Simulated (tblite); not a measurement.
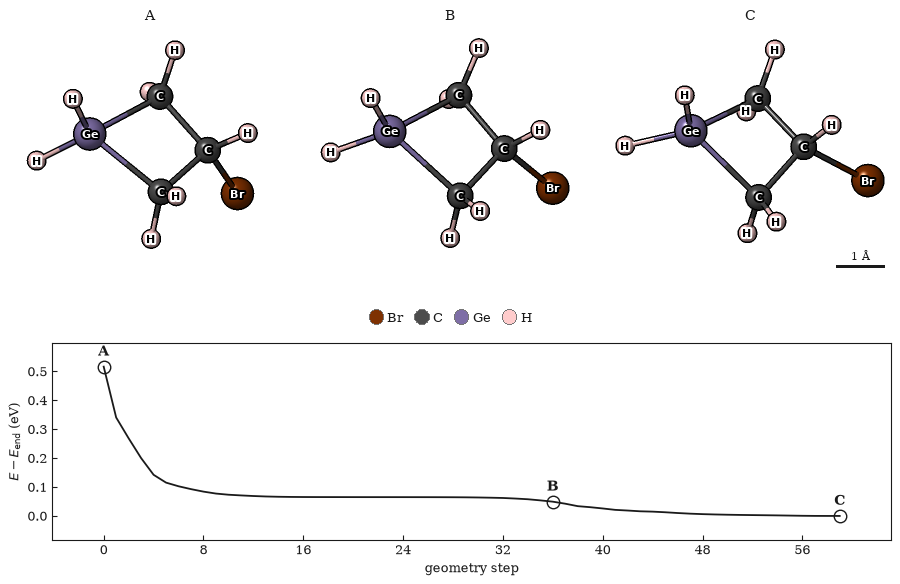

Frames of a relaxation of C₃H₇BrGe, marked on the history of the run. A ball-and-stick model, seen at a tilt.

Computed with GFN2-xTB geometry optimisation, gas phase in tblite 0.8.0. 

Describe the path.

Answer. Over 59 geometry steps the energy falls by 0.517 eV. The atom that moves furthest after the best rigid fit is the Br atom (0.83 Å). By element the largest moves are Br 0.83 Å, H 0.67 Å, C 0.18 Å, Ge 0.15 Å. Some distances before and after: C–Ge 1.921 → 1.993 Å, Ge–H 1.563 → 1.506 Å, Br–C 1.938 → 1.978 Å, Ge–H 1.539 → 1.505 Å. Among the angles between lasting bonds that change: H–Ge–H 121.4° → 109.2°, Ge–C–H 111.2° → 123.0°, Ge–C–H 111.7° → 123.0°. Groups turn about C–C by about 30°, C–C by about 30°, C–Ge by about 20°. From step 0 to 36: the Br atom moves most (0.39 Å), energy −0.467 eV. From step 36 to 59: the Br atom moves most (0.46 Å), energy −0.049 eV.

```csv
step,"E − E(0), eV"
0,0.0000
1,-0.1760
2,-0.2481
3,-0.3165
4,-0.3743
5,-0.4014
6,-0.4140
7,-0.4239
8,-0.4326
9,-0.4393
10,-0.4433
13,-0.4494
15,-0.4509
18,-0.4515
20,-0.4516
23,-0.4516
25,-0.4517
28,-0.4520
31,-0.4536
33,-0.4565
36,-0.4673
38,-0.4829
41,-0.4957
44,-0.5018
46,-0.5066
49,-0.5116
51,-0.5132
54,-0.5148
56,-0.5161
59,-0.5167
```
